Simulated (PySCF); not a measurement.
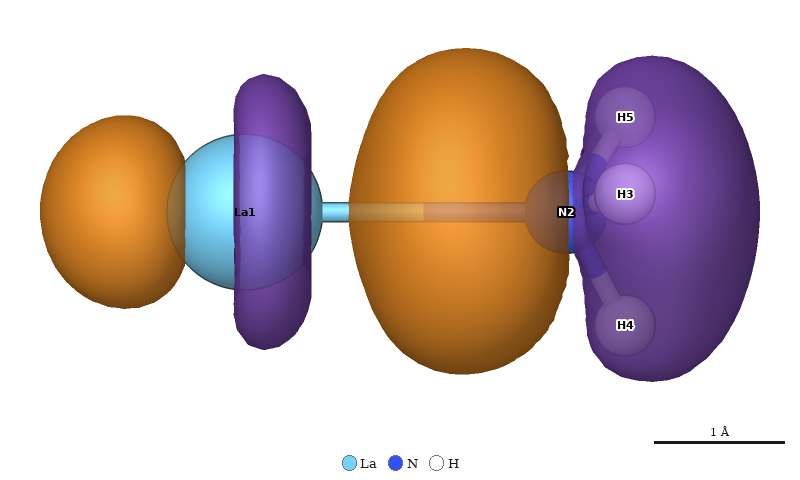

Figure. H$_{3}$LaN (charge +3). One frontier orbital at ±0.1 Å⁻³ᐟ² (orange and purple are the two phases), seen from one side.

Core potentials replace the inner electrons of La.

These are results of RKS PBE0, La lcecp-1-SVP with ECP46, N def2-SVP, H def2-SVP; non-relativistic Hamiltonian with scalar-relativistic core potentials where named; density fitting (PySCF), not measurements.

The calculation's input:

```
mol = gto.M(atom='''
La     0.00000     0.00000    -0.21497
N     -0.00000    -0.00000     2.26280
H      0.93936     0.00004     2.71906
H     -0.46971     0.81350     2.71906
H     -0.46965    -0.81353     2.71906''',
    basis={'La': 'lcecp-1-SVP', 'N': 'def2-SVP', 'H': 'def2-SVP'},
    ecp={'La': 'lcecp-1-SVP'},
    charge=3, spin=0)
mf = dft.RKS(mol, xc='PBE0')
mf.grids.atom_grid = (75, 302)  # f atoms: at least (60, 302), unpruned
mf = mf.density_fit()  # La AutoAux, N def2-universal-JKFIT, H def2-universal-JKFIT
mf.conv_tol = 1e-09; mf.max_cycle = 55
mf.kernel(dm0)
```

Command:

```sh
OMP_NUM_THREADS=2 python run.py
```

Question: Which orbital is it: HOMO or LUMO?

Answer: The HOMO, at −26.69 eV. It lies mainly on N2 (about 65 %) and La1 (about 20 %).
